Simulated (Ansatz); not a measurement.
```xyz
6

B     0.0197   -0.3421   -0.3434
Cl    0.0742    0.0153    2.1283
H     1.0413    0.2703   -0.5626
H    -1.0532    0.1920   -0.5175
H     0.0682   -1.5504   -0.2411
H    -0.0324   -1.2557    2.3925
```

Computed with RKS BLYP-D4/def2-SVP in Ansatz.

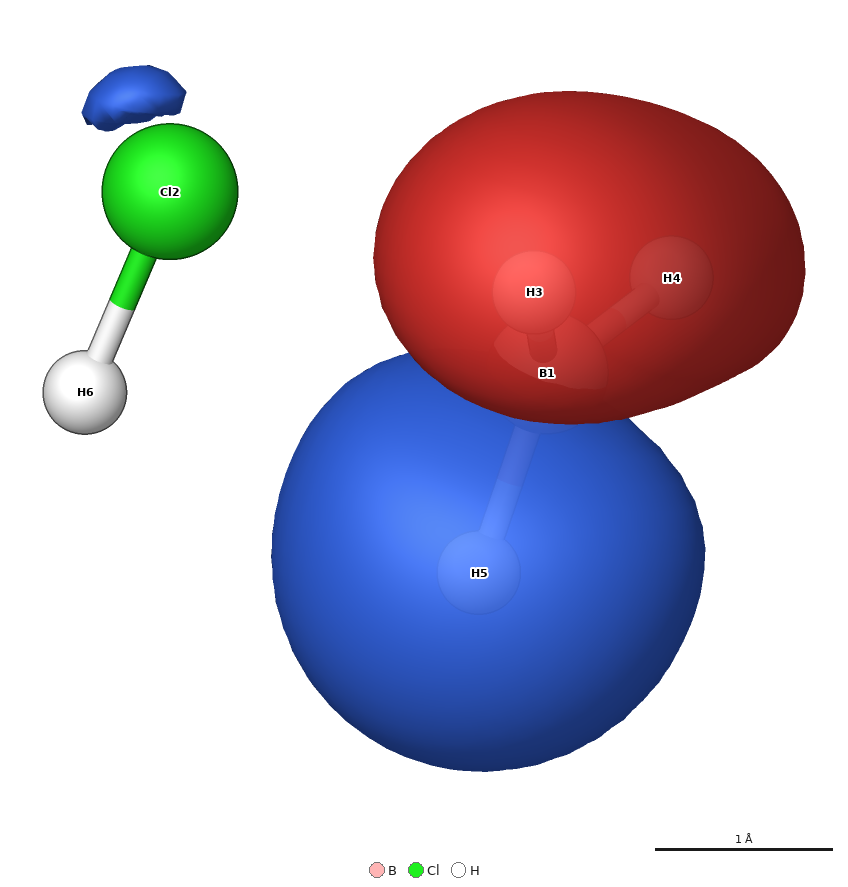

BH3···HCl. The HOMO−1 at ±0.1 Å⁻³ᐟ² (red and blue are the two phases), seen at a tilt.

**Where does this orbital lie, and at what energy?**

It lies mainly on B1 (about 45 %), H5 (about 35 %), H3 (about 15 %) and H4 (about 10 %). Its energy is −7.58 eV.
